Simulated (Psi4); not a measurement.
# SiF3 (trifluorosilyl) at UB2PLYP/aug-cc-pVDZ (density fitting for correlation)

Aim: the vertical electron affinity of SiF3 (trifluorosilyl) at UB2PLYP/aug-cc-pVDZ (density fitting for correlation), from 2 runs. 

Program for the calculation: Psi4 1.11.

2 further runs of the same task are left out: 2 set aside as unsound or not needed.

## 1. The molecule

The species is SiF3 (4 atoms), meant as a doublet with charge 0. SMILES: `F[Si](F)F`. The coordinates come from a PBE0-D4/def2-TZVP relaxation.

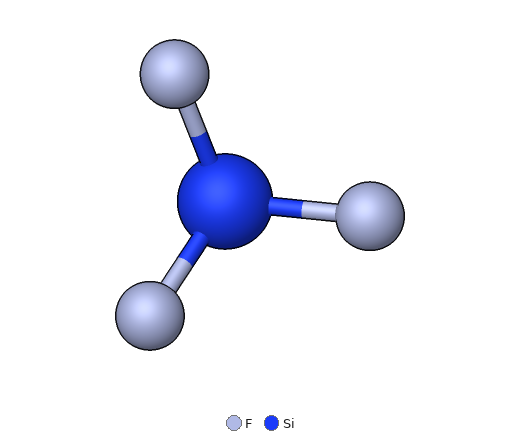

Viewed from a chosen angle; fluorine light blue, silicon blue.

## 2. The energy at UB2PLYP/aug-cc-pVDZ (density fitting for correlation)

The input, f3si.inp:

```
memory 2200 mb

molecule {
  0 2
  F      0.784850    -0.507040     1.151700
  Si    -0.282750     0.213060     0.234280
  F     -0.994260    -0.892250    -0.644340
  F      0.492160     1.186230    -0.741640
  symmetry c1
  no_reorient
  no_com
}

set basis aug-cc-pVDZ
set reference uks
set puream true
set e_convergence 1e-09
set d_convergence 1e-08
set scf_type pk
set dft_radial_points 99
set dft_spherical_points 590
set num_frozen_docc 8
set maxiter 100

energy_value = energy("b2plyp")
```

Started as:

```
$ psi4 -n 1 f3si.inp f3si.out
```

f3si.out:

```text
[...]
  Running in c1 symmetry.
[...]
  Nuclear repulsion =  176.798451223300987
[...]
  Multiplicity = 2
[...]
  Nalpha       = 21
  Nbeta        = 20
[...]
    Number of basis functions: 96
[...]
   @UKS iter   1:  -588.52569554859610   -5.56101e-01   6.14262e-03 DIIS/ADIIS
[...]
   @UKS iter  11:  -588.64208497260847   -1.59162e-12   2.90785e-09 DIIS
[...]
   @S^2 Observed:                7.514984085E-01
[...]
    Orbital Energies [Eh]
    ---------------------
    Alpha Occupied:
       1A    -67.409897     2A    -25.411448     3A    -25.411430
       4A    -25.411422     5A     -5.784976     6A     -4.040395
       7A     -4.038024     8A     -4.038024     9A     -1.425126
      10A     -1.396989    11A     -1.396965    12A     -0.713283
      13A     -0.635612    14A     -0.635593    15A     -0.606684
      16A     -0.578803    17A     -0.578794    18A     -0.552832
      19A     -0.552814    20A     -0.536584    21A     -0.341549
    Alpha Virtual:
      22A      0.028056    23A      0.028067    24A      0.035693
      25A      0.038959    26A      0.109317    27A      0.109349
[...]
  @UKS Final Energy:  -588.64208497260847
   => Energetics <=
    Nuclear Repulsion Energy =            176.7984512233009866
    One-Electron Energy =               -1170.4161922094554029
    Two-Electron Energy =                 430.0376763836740679
    DFT Exchange-Correlation Energy =     -25.0620203701280460
    Empirical Dispersion Energy =           0.0000000000000000
    VV10 Nonlocal Energy =                  0.0000000000000000
    Total Energy =                       -588.6420849726084725
[...]
 Multipole Moments:
 ------------------------------------------------------------------------------------
     Multipole            Electronic (a.u.)      Nuclear  (a.u.)        Total (a.u.)
 ------------------------------------------------------------------------------------
 L = 1.  Multiply by 2.5417464519 to convert [e a0] to [Debye]
 Dipole X            :          2.3122422           -2.6716003           -0.3593581
 Dipole Y            :         -1.7425323            2.0131252            0.2705930
 Dipole Z            :         -1.9160120            2.2136252            0.2976131
 Magnitude           :                                                    0.5393815
[...]
```

Run time: 37 s. Hardware: 1 thread of Intel Xeon at 2.50GHz (Skylake/Cascade Lake), shared host; peak memory 1 GiB.

## 3. The singlet anion

The input, f3si.xyz:

```xyz
4
F3Si
F      0.784850    -0.507040     1.151700
Si    -0.282750     0.213060     0.234280
F     -0.994260    -0.892250    -0.644340
F      0.492160     1.186230    -0.741640
```

The input, run_ase.py:

```python
import numpy as np
from ase.calculators.psi4 import Psi4
from ase.io import read

a = read('f3si.xyz')
calc = Psi4(atoms=a, method='b2plyp', basis='aug-cc-pVDZ', memory='2200MB', num_threads=1, charge=-1, multiplicity=1, label='f3si')
calc.psi4.set_options({'puream': True, 'e_convergence': 1e-09, 'd_convergence': 1e-08, 'scf_type': 'pk', 'dft_radial_points': 99, 'dft_spherical_points': 590, 'num_frozen_docc': 8})
a.calc = calc

print(f'energy: {a.get_potential_energy():.6f} eV')
```

Started as:

```
$ python run_ase.py
```

f3si.dat:

```text
[...]
  Running in c1 symmetry.
[...]
  Nuclear repulsion =  176.798451223300987
[...]
  Multiplicity = 1
[...]
  Nalpha       = 21
  Nbeta        = 21
[...]
    Number of basis functions: 96
[...]
   @RKS iter   1:  -588.53146571768548   -5.61871e-01   6.73488e-03 ADIIS/DIIS
[...]
   @RKS iter  11:  -588.68965473550156   -1.70530e-12   1.15175e-09 DIIS
[...]
    Orbital Energies [Eh]
    ---------------------
    Doubly Occupied:
       1A    -67.110454     2A    -25.176719     3A    -25.176709
       4A    -25.176702     5A     -5.489394     6A     -3.743885
       7A     -3.743885     8A     -3.738933     9A     -1.191620
      10A     -1.164732    11A     -1.164715    12A     -0.476434
      13A     -0.404618    14A     -0.404602    15A     -0.371078
      16A     -0.350949    17A     -0.350939    18A     -0.325883
      19A     -0.325868    20A     -0.311480    21A     -0.014567
[...]
  @RKS Final Energy:  -588.68965473550156
   => Energetics <=
    Nuclear Repulsion Energy =            176.7984512233009866
    One-Electron Energy =               -1180.4898977609150279
    Two-Electron Energy =                 440.1858099172256402
    DFT Exchange-Correlation Energy =     -25.1840181151130551
    Empirical Dispersion Energy =           0.0000000000000000
    VV10 Nonlocal Energy =                  0.0000000000000000
    Total Energy =                       -588.6896547355015628
[...]
 Multipole Moments:
 ------------------------------------------------------------------------------------
     Multipole            Electronic (a.u.)      Nuclear  (a.u.)        Total (a.u.)
 ------------------------------------------------------------------------------------
 L = 1.  Multiply by 2.5417464519 to convert [e a0] to [Debye]
 Dipole X            :          1.2401433           -0.3567990            0.8833443
 Dipole Y            :         -0.9348129            0.2688580           -0.6659549
 Dipole Z            :         -1.0277941            0.2956353           -0.7321588
 Magnitude           :                                                    1.3265933
[...]
```

On the terminal:

```text
energy: -16025.397627 eV
```

It took 22 s on 1 thread of Intel Xeon at 2.50GHz (Skylake/Cascade Lake), shared host; peak memory 1 GiB.

## 4. What came out

At UB2PLYP/aug-cc-pVDZ (density fitting for correlation), 8 core orbitals frozen:

| quantity | value |
| --- | --- |
| doublet SiF3: total energy | -588.86504 Eh |
| doublet SiF3: HOMO energy (SCF part's orbitals) (highest over α and β) | -9.29 eV |
| doublet SiF3: LUMO energy (SCF part's orbitals) (lowest over α and β) | -2.37 eV |
| doublet SiF3: ⟨S²⟩ | 0.751 |
| singlet anion: total energy | -588.92251 Eh |
| singlet anion: HOMO energy (SCF part's orbitals) | -0.40 eV |
| singlet anion: LUMO energy (SCF part's orbitals) | 4.42 eV |
| singlet anion: HOMO–LUMO gap (to an unbound level, set by the basis) | 4.82 eV |
| vertical electron affinity (to the singlet anion) | 1.564 eV |

**Reading.** At fixed nuclei the extra electron is bound by 1.56 eV (151 kJ/mol).
